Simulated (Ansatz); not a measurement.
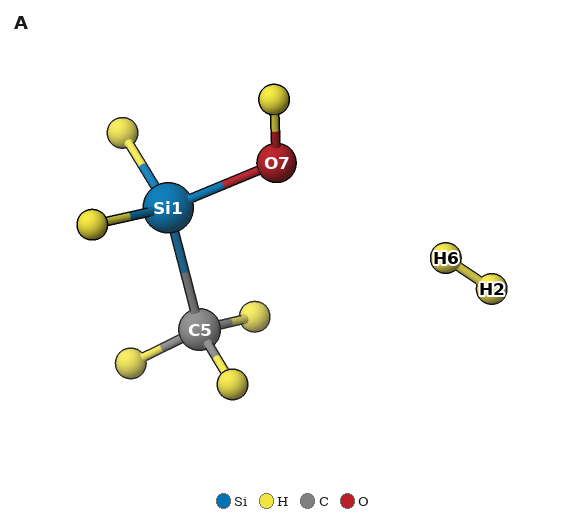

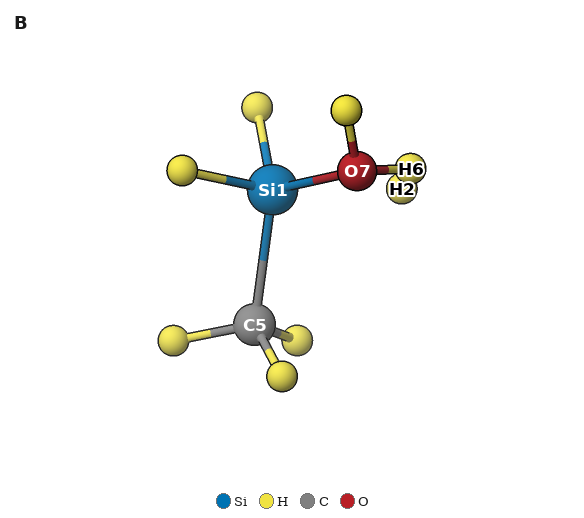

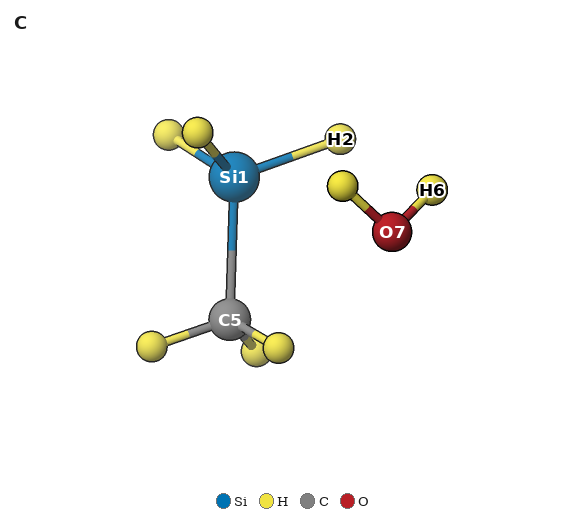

Three stationary points along one reaction path, in mixed order. Sticks follow a distance rule, so a partial bond may show as a full stick or not at all. The species is neutral and a spin singlet. Geometries: PBE0-D4/def2-TZVP; all other levels are single points on them, and energies count from the start as drawn. Program: Ansatz 0.2.0. In CBS estimates cores are frozen, and CCSD(T) − MP2 is taken in the smaller basis.

> Which panel shows the transition state?

B.

> Which bonds form and which break from C to A?

Formed: Si1–O7, H2–H6; broken: Si1–H2, H6–O7. At the saddle point Si1···O7 is 1.89 Å, H2···H6 is 1.17 Å, Si1···H2 is 1.76 Å, H6···O7 is 1.11 Å.

Give the electronic barrier and the reaction energy from C to A in kcal/mol (no zero-point energy) with CCSD(T)/CBS (MP2 limit from def2-TZVPP and def2-QZVPP plus CCSD(T) − MP2); BLYP-D4/def2-TZVPP; ωB97M-V/def2-TZVPP; B3LYP-D4/6-31G; BHLYP-D4/def2-TZVPP; RHF/STO-3G; PBE-QIDH (frozen core)/def2-TZVPP.

```json
{"level": "CCSD(T)/CBS (MP2 limit from def2-TZVPP and def2-QZVPP plus CCSD(T) − MP2)", "barrier": "41.4", "reaction energy": "−15.7"}
{"level": "BLYP-D4/def2-TZVPP", "barrier": "37.6", "reaction energy": "−15.7"}
{"level": "ωB97M-V/def2-TZVPP", "barrier": "39.2", "reaction energy": "−15.3"}
{"level": "B3LYP-D4/6-31G", "barrier": "44.1", "reaction energy": "−6.9"}
{"level": "BHLYP-D4/def2-TZVPP", "barrier": "43.9", "reaction energy": "−15.9"}
{"level": "RHF/STO-3G", "barrier": "75.3", "reaction energy": "−6.3"}
{"level": "PBE-QIDH (frozen core)/def2-TZVPP", "barrier": "39.8", "reaction energy": "−15.1"}
```
